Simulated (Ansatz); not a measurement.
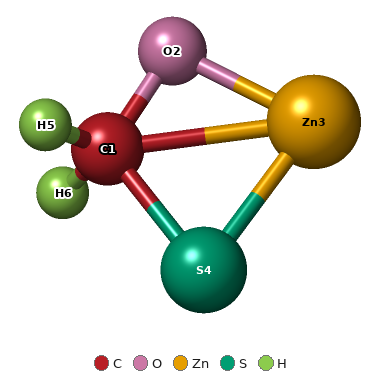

The system is CH₂OSZn; the picture shows the reference structure. The first coordinate is: bond length C1–H5; the second: bond length C1–H6. Nothing is relaxed (all other coordinates rigid). The grid has 11 × 11 points. Points are written as (first, second). All energies are given in kJ/mol relative to the lowest grid point. Method: Ansatz 0.2.0, RKS PBE-D4/def2-TZVP.

Its coordinates:

```xyz
6

C    -0.2321    0.4345   -0.0802
O     1.1237    0.5418    0.2704
Zn    1.2694   -1.3383    0.3924
S    -0.8561   -1.3862   -0.1627
H    -0.8834    0.9133    0.6709
H    -0.4216    0.8349   -1.0908
```

Range: bond length C1–H5 from 0.927 to 1.434 Å; bond length C1–H6 from 0.971 to 1.379 Å.

What will the energy surface look like?

Answer. The lowest grid point is at (1.079 Å, 1.094 Å). No other kind of well shows on this grid. The highest grid point, (1.434 Å, 1.379 Å), lies 152 kJ/mol above the lowest. Round the minimum the contours are nearly round: the two directions are equally stiff and uncoupled.

```csv
"bond length C1–H6 ↓, bond length C1–H5 →",0.927,0.978,1.028,1.079,1.130,1.181,1.231,1.282,1.333,1.384,1.434
1.379,128,93,73,65,66,73,84,99,116,134,152
1.338,114,79,59,51,51,58,69,84,101,119,138
1.298,101,65,46,37,38,45,56,71,88,106,124
1.257,89,53,33,25,25,32,43,58,75,93,111
1.216,78,43,23,14,15,21,33,47,64,82,100
1.175,70,35,15,6,6,13,24,39,55,73,92
1.134,65,30,10,1,1,8,19,33,50,68,86
1.094,65,29,9,0,0,7,17,32,48,66,84
1.053,69,33,13,4,4,10,21,35,52,70,88
1.012,80,44,23,15,14,21,31,46,62,80,98
0.971,99,63,42,33,33,39,50,64,81,98,116
```

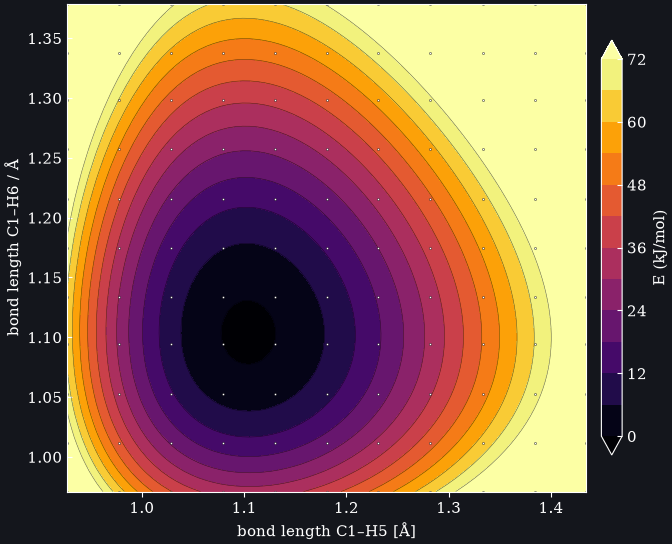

In the figure: filled contours, dots at the grid points, one colour for all values above the top of the scale. Between grid points the surface is interpolated.

Each point was launched as `ansatz run input.yaml --threads 1 --pin off --max-ram 2560MiB --backend cpu --events-out ev --progress --plain --runs-dir out`. The whole map (121 points run) took 8.9 min on 1 thread of Intel(R) Xeon(R) 6975P-C (Granite Rapids), on a shared host.
